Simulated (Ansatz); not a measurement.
# Squeezing and shearing glassy 86SiO2-5SrO-5ZnO-5MgO (mol %) (63 atoms): runs compared

Aim: relax glassy 86SiO2-5SrO-5ZnO-5MgO (mol %) (63 atoms), then change its volume and shape to read moduli from the stress.

Computed with Ansatz 0.2.0: Kohn-Sham DFT, RPBE, PAW (set soft_2), plane waves.

### Step 1. The cell as built

The cell holds 63 atoms: 19 Si, 1 Sr, 1 Zn, 1 Mg and 41 O. Cell: a = 9.658 Å, b = 9.658 Å, c = 9.658 Å, α = 90.0°, β = 90.0°, γ = 90.0°. 63 atoms (19 Si, 1 Sr, 1 Zn, 1 Mg, 41 O) placed at random at 2.44 g/cm³, melted at 4000 K for 10 ps at fixed volume with the Morse and Coulomb pair potential with partial charges (Pedone, Malavasi, Menziani, Cormack and Segre, J. Phys. Chem. B 110, 11780 (2006)). Quenched from 4000 K to 300 K at 50 K/ps and fixed volume, held 10 ps at zero pressure.

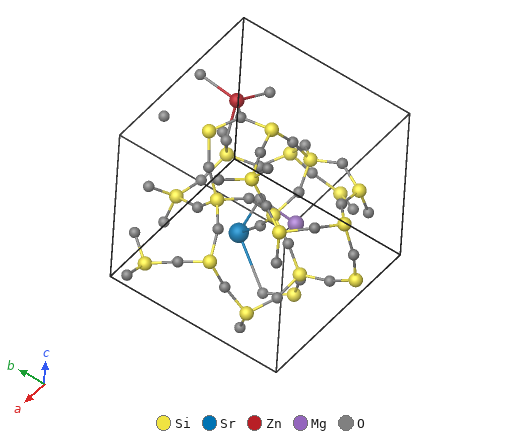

The cell as built. Bonds to atoms that aren't drawn are left out.

Limits known from the start: The quench rate of 50 K/ps far exceeds what a furnace or splat quench reaches, so expect more defects and frozen-in strain than in a real sample. The network of bonds at the start is that of the classical potential that made the cell, and needn't be the one that DFT or experiment would give. Sampling is at Γ alone.

### Step 2. The reference run

The reference is a single point at the end of the relaxation.

Every strained cell starts from the geometry of this run, and its atoms are relaxed with the cell held.

Its input, with most atom lines left out:

```yaml
crystal:
  lattice:
    - [9.63032, 0.28974, 0.1664]
    - [0.28974, 9.71092, -0.02933]
    - [0.1664, -0.02933, 9.9616]
  atoms:
    - { symbol: Si, position: [0.61692, 0.17876, 0.23544] }
    - { symbol: Si, position: [0.81055, 0.75639, 0.56957] }
    - { symbol: Si, position: [0.3604, 0.0365, 0.10055] }
    - { symbol: Si, position: [0.25998, 0.51759, 0.03303] }
    - { symbol: Si, position: [0.12624, 0.26489, 0.17259] }
    - { symbol: Si, position: [0.54287, 0.38969, 0.44496] }
    - { symbol: Si, position: [0.71592, 0.63481, 0.11325] }
    [... atom lines 8 to 63 left out ...]
kpoints:
  mp_grid: { grid: [1, 1, 1] }
hamiltonian:
  xc: rpbe
scf:
  occupations: { method: fixed }
output:
  forces: true
  stress: true
  populations: true
  dos:
    method: { smearing: { sigma: 0.08 } }
    de: 0.1
    projected: { site_lists: { Mg: [Mg], O: [O], Si: [Si], Sr: [Sr], Zn: [Zn] } }
  eigenvalues: true
  write_density: true
  write_potential: true
  volumetric_format: npy
```

```
free energy per atom   : -703.8808 eV/atom
r.m.s. force component : 0.00868 eV/Å
pressure               : -0.007055 GPa
```

Filled and empty levels are parted by 3.92 eV (at Γ alone); a semilocal functional tends to put such gaps too low. In a disordered cell it changes from sample to sample, and tail or defect levels can set it.

### Step 3. The runs

Each row is one run, on 4 threads of Arm Neoverse V1, shared host. The free energy is the program's total, comparable only between runs with the same functional, potentials and atoms.

```csv
run,atoms,outcome,"ionic steps, all passes",free energy (eV),time,host memory (GiB)
Single point at the start,63,converged,-,-44337.355,8.1 s,1.0
Cell and atoms relaxed,63,converged,23,-44344.489,2.3 min,1.0
Single point at the relaxed geometry,63,converged,-,-44344.489,11 s,1.1
Volume -3 %,63,converged,7,-44344.323,66 s,1.1
Volume +3 %,63,converged,8,-44344.352,64 s,1.1
Volume -6 %,63,converged,11,-44343.876,73 s,1.0
Volume +6 %,63,converged,10,-44343.913,74 s,1.1
Volume -10 %,63,converged,14,-44342.806,96 s,1.0
Stretched by 1 % along x,63,converged,5,-44344.460,36 s,1.1
Compressed by 1 % along x,63,converged,5,-44344.455,35 s,1.1
Sheared by 2 % in xy,63,converged,5,-44344.443,38 s,1.1
```

In some runs the program notes that the exchange-correlation potential is rough where the density is thin and the SCF threshold is loose for the stress.

### Step 4. Pressure against volume

Atoms are relaxed at each volume, in the scaled cell.

```csv
volume change (%),volume (Å³/atom),energy change (meV/atom),pressure (GPa),largest move on relaxing (Å),bonds,gap (eV)
-10,13.293,26.71,5.81,0.44,88,4.15
-6,13.883,9.73,3.45,0.27,88,4.07
-3,14.327,2.63,1.76,0.13,88,4.00
+0,14.770,0.00,-0.01,-,87,3.92
+3,15.213,2.17,-1.66,0.19,85,3.83
+6,15.656,9.15,-3.36,0.37,85,3.72
```

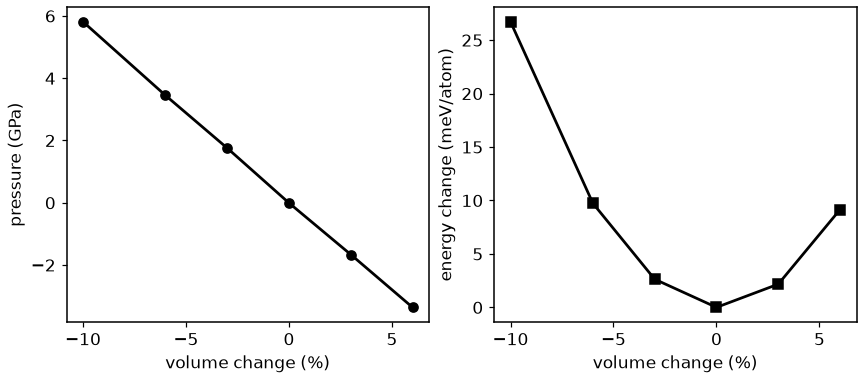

Pressure and energy against volume.

### Step 5. Uniaxial strain and shear

Stress (GPa, compression positive) less that of the relaxed cell, atoms relaxed:

```csv
strain,xx,yy,zz,xy,energy change (meV/atom)
stretched by 1 % along x,-1.032,-0.361,-0.329,-0.056,0.46
compressed by 1 % along x,1.184,0.513,0.494,0.109,0.54
sheared by 2 % in xy,-0.147,-0.193,0.022,-0.858,0.73
```

### Step 6. What came out

The bulk modulus, from the slope of pressure against ln V over the three points nearest the relaxed volume, is 57.0 GPa; between neighbouring points the slope runs 54, 54, 58, 56 and 59 GPa from the smallest volume up, without a steady fall, so no pressure derivative is given. The count of bonds runs from 85 to 88 over the series, so at some points contacts cross the cutoffs. The gap goes from 4.15 eV at the smallest volume to 3.72 eV at the largest, -2.6 eV per unit of ln V by a straight line, on the run's k-points. In the Cartesian axes of the cell, finite differences give C11 = 111, C12 = 43.7, C13 = 41.1 and C66 = 42.9 GPa (the shear of 2 % is the engineering strain, εxy = 0.01). The mean of C11, C12 and C13, which equals the bulk modulus in a cubic or isotropic solid, is 65.2 GPa: it lies 14 % over the bulk modulus from the volumes. For an isotropic solid C66 would equal (C11 − C12)/2 = 33.6 GPa; so small a sample needn't be isotropic, and C66 rests on one shear. With the bulk modulus and C66 as K and G, Young's modulus would be about 103 GPa and Poisson's ratio 0.20.

**Limits.** Strains are finite and relaxations stop at the force tolerance of the input, which can leave moduli too stiff; they are those of a static cell at zero temperature. Volumes are changed with the cell's shape held, so in an anisotropic solid the modulus lies over the one under free hydrostatic load. The program notes that the SCF threshold of the relaxations is loose for the stress.

The DFT runs together took 11 min of wall time.

[Logs are printed without paths, hosts, clocks, repeated set-up lines and the standing remarks that a program may print on its own settings, such as how far it seeks lower states.]

[Hosts, paths, dates, database ids (printed as entryN), source tags and the programs' standing remarks are cut or masked in the printed files.]
